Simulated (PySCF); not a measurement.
## A study: C$_{2}$H$_{8}$Te, SMILES `[H][H].C[Te]C`

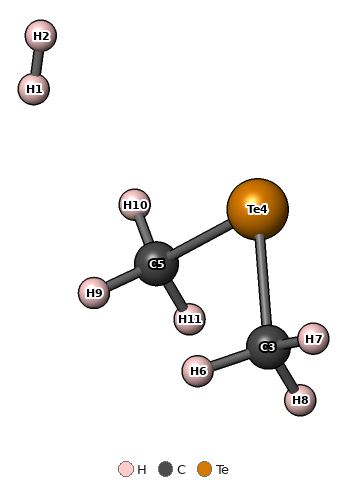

The molecule, with its atoms numbered as below.

Cartesian coordinates (Å):

```
H1      -2.9125    0.3116    1.8611
H2      -3.1660    1.0456    1.9614
C3       1.7691   -0.7132    0.5119
Te4      0.0091    0.3716   -0.1249
C5      -1.1771   -1.4272   -0.2453
H6       1.5460   -1.2866    1.4021
H7       2.5493    0.0016    0.7347
H8       2.1087   -1.3801   -0.2706
H9      -1.1805   -1.9303    0.7145
H10     -2.1886   -1.1493   -0.5099
H11     -0.7801   -2.0945   -1.0003
```

### 1. Bonding charge

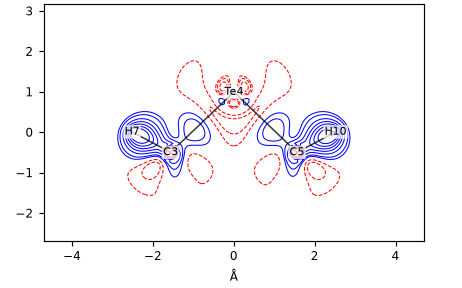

Deformation density (molecule less spherical, spin-averaged free atoms) in the plane of C3, Te4, C5, H7 and H10; contours at ±0.05 to ±0.8 e/Å³; solid blue lines: gain, dashed red lines: loss.

Level of theory: TPSS/def2-SVPD (PySCF), at an unrelaxed start geometry of a pair search. Core potentials replace the inner electrons of Te; spin–orbit coupling isn't included.

Question: Describe the bonding that the map shows.

Answer: C3–H7: +0.67 e/Å³ at the bond critical point (bond length 1.08 Å). C5–H10: +0.67 e/Å³ at the bond critical point (bond length 1.08 Å). Te4–C5: +0.08 e/Å³ at the bond critical point (bond length 2.16 Å). C3–Te4: +0.08 e/Å³ at the bond critical point (bond length 2.16 Å). In all, 2.2 electrons gather in the regions of gain relative to the promolecule. A small or negative value marks a very polar bond, one between electron-rich atoms, whose free-atom densities already overlap strongly, a long bond to a heavier atom, or a closed-shell contact such as a hydrogen bond.

Question: Where do the Hirshfeld charges lie?

Answer: The highest Hirshfeld charge is on Te4 (+0.07 e), the lowest on C3 (−0.13 e).

```json
{"atom": "H1", "charge (e)": "−0.01"}
{"atom": "H2", "charge (e)": "−0.01"}
{"atom": "C3", "charge (e)": "−0.13"}
{"atom": "Te4", "charge (e)": "+0.07"}
{"atom": "C5", "charge (e)": "−0.13"}
{"atom": "H6", "charge (e)": "+0.03"}
{"atom": "H7", "charge (e)": "+0.04"}
{"atom": "H8", "charge (e)": "+0.03"}
{"atom": "H9", "charge (e)": "+0.03"}
{"atom": "H10", "charge (e)": "+0.04"}
{"atom": "H11", "charge (e)": "+0.03"}
```

### 2. Bond critical points

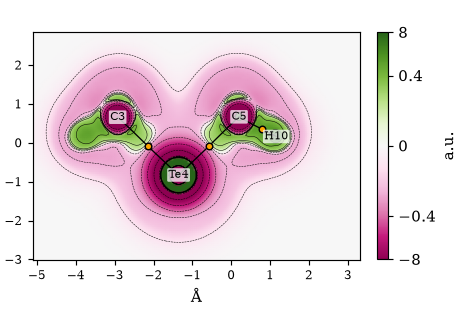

Negative Laplacian of the density (−∇²ρ) in the plane of C3, Te4, C5 and H10 (green positive, pink negative, colour scale in a.u., logarithmic beyond ±0.04), with bond paths and bond critical points (dots).

Question: Sort the bonds in the plane by the sign of ∇²ρ at their critical points.

Answer: Concentrated (∇²ρ < 0): C5–H10 (−1.03 a.u.). Depleted (∇²ρ > 0): Te4–C5 (+0.03 a.u., H = −0.051); C3–Te4 (+0.02 a.u., H = −0.051).

Question: Where along C5–H10 does the critical point lie?

Answer: 0.68 Å from C5 and 0.40 Å from H10.

### 3. Local ionisation energy

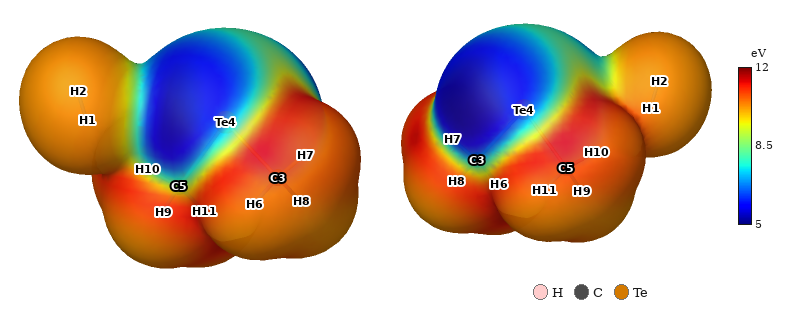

Average local ionisation energy on the surface of electron density 0.001 a.u. (back view left, front view right).

Question: Locate the minima of the map.

Answer: The lowest value is 5.2 eV, 2.6 Å from Te4. Further minima include 5.3 eV, near Te4 (2.61 Å), H1 (2.71 Å) and H2 (2.82 Å); 10.2 eV, 1.4 Å from H8; 10.2 eV, 1.5 Å from H2. For comparison, the highest occupied orbital lies at −4.7 eV.

Question: What volume does the surface enclose, and what is the dipole moment?

Answer: About 130 Å³; the dipole moment is 1.2 D.

The PySCF run shown took 43 s on 1 thread of Arm Neoverse V2 (shared host).
